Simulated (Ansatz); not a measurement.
# AlF3 (SMILES [F][Al]([F])[F]): PBE0/STO-3G

Aim: the vertical ionisation energy of AlF3 at PBE0/STO-3G, from 2 runs. 

Program for the calculation: Ansatz 0.2.0.

38 further runs of the same task are left out: 6 that didn't finish, 32 set aside as unsound or not needed.

## (1) The molecule

The species is AlF3 (4 atoms), meant as a singlet with charge 0. SMILES: `[F][Al]([F])[F]`. The shape comes from GFN2-xTB, which is rough for such elements, and wasn't checked as a minimum.

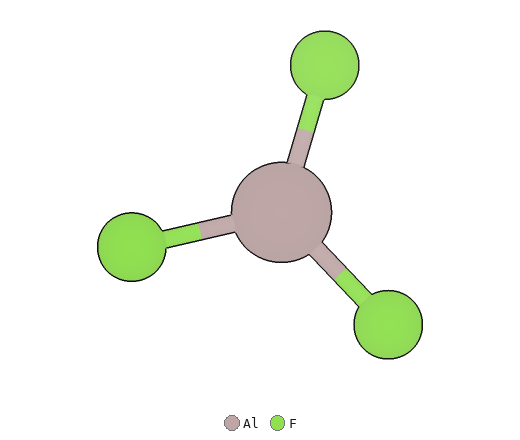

The structure, seen from a chosen angle (aluminium light grey, fluorine green).

## (2) The energy at PBE0/STO-3G

The input, in.yaml:

```yaml
crystal:
  periodic: [false, false, false]
  atoms:
    - {symbol: Al, position_ang: [-0.000200, -0.000290, -0.001260]}
    - {symbol: F, position_ang: [1.630840, -0.027090, 0.013490]}
    - {symbol: F, position_ang: [-0.791540, 1.425990, -0.016640]}
    - {symbol: F, position_ang: [-0.839100, -1.398610, 0.004400]}
basis:
  gaussian:
    orbitals: STO-3G
total_charge: 0
magnetization:
  spin_polarized: false
  initial_magnetization: 0
hamiltonian:
  xc: {name: PBE0}
accuracy: high
```

Command:

```bash
$ ansatz run in.yaml --threads 1 --pin off --max-ram 2610MiB --events-out events.jsonl --progress --plain --runs-dir runs
```

The program printed:

```text
Warning: RAYON_NUM_THREADS=1 ignored (pool sized by the plan → 1); use --threads N
Functional definition: PBE0
  name "PBE0"
  parameter a = 0.25
  parameter kappa = 0.804
  parameter beta = 0.06672455060314922
  exchange = (1 - a)*pbe_x(kappa = kappa, mu = beta*pi^2/3) + a*exact_x
  correlation = pbe_c(beta = beta)
448 factors; integrals over basis functions are off by at most 4.3e-8 eV
mean field evaluation 1: about -14539.4028 eV, gradient 2.9e1 eV
mean field evaluation 2: about -14539.6287 eV, gradient 3.1e1 eV
mean field evaluation 4: about -14542.8805 eV, gradient 6.0e-2 eV
mean field evaluation 8: about -14542.8782 eV, gradient 7.7e-4 eV
mean field evaluation 16: about -14542.8782 eV, gradient 7.3e-9 eV
mean field -14542.87822819 eV, -534.4409173692 hartree, gradient 7.3e-9 eV, S^2 0.000000; 0 other end points of the search recorded, 0 dependent functions left out
reference -14542.87822921 eV, -534.4409174065 hartree; 20, 20 occupied and 4, 4 virtual orbitals, 448 factors
Total energy: -14542.87822921 eV, -534.4409174065 hartree
```

Wall time 1.3 s (1 thread of Arm Neoverse V1, shared host); peak memory 0.1 GiB.

## (3) The doublet cation at the same level

The input, run.yaml:

```yaml
crystal:
  periodic: [false, false, false]
  atoms:
    - {symbol: Al, position_ang: [-0.000200, -0.000290, -0.001260]}
    - {symbol: F, position_ang: [1.630840, -0.027090, 0.013490]}
    - {symbol: F, position_ang: [-0.791540, 1.425990, -0.016640]}
    - {symbol: F, position_ang: [-0.839100, -1.398610, 0.004400]}
basis:
  gaussian:
    orbitals: STO-3G
total_charge: 1
magnetization:
  spin_polarized: true
  initial_magnetization: 1
hamiltonian:
  xc: pbe0
accuracy: high
```

Command:

```bash
$ ansatz run run.yaml --threads 1 --pin off --max-ram 2610MiB --events-out events.jsonl --progress --plain --runs-dir runs
```

The program printed, shortened:

```text
Warning: RAYON_NUM_THREADS=1 ignored (pool sized by the plan → 1); use --threads N
[... 7 set-up lines as earlier in the session ...]
448 factors; integrals over basis functions are off by at most 4.3e-8 eV
mean field evaluation 1: about -14531.2007 eV, gradient 2.0e1 eV
mean field evaluation 2: about -14532.3409 eV, gradient 1.9e1 eV
mean field evaluation 4: about -14534.6328 eV, gradient 2.2e0 eV
mean field evaluation 8: about -14534.6651 eV, gradient 7.1e-2 eV
mean field evaluation 16: about -14534.6652 eV, gradient 2.5e-5 eV
mean field evaluation 32: about -14534.5184 eV, gradient 3.1e0 eV
mean field -14534.66515220 eV, -534.1390923936 hartree, gradient 3.5e-8 eV, S^2 0.752998; 6 other end points of the search recorded, 0 dependent functions left out
reference -14534.66515322 eV, -534.1390924308 hartree; 20, 19 occupied and 4, 5 virtual orbitals, 448 factors
Total energy: -14534.66515322 eV, -534.1390924308 hartree
```

It took 5.7 s on 1 thread of Arm Neoverse V1, shared host; peak memory 0.14 GiB.

## (4) Outcome

At PBE0/STO-3G:

| quantity | value |
| --- | --- |
| singlet AlF3: total energy | -534.44092 Eh |
| doublet cation: total energy | -534.13909 Eh |
| doublet cation: ⟨S²⟩ | 0.753 |
| vertical ionisation energy (to the doublet cation) | 8.213 eV |

In words: Removing an electron at fixed nuclei costs 8.21 eV (792 kJ/mol). In a minimal basis such a difference can be off by several eV, whatever the method.
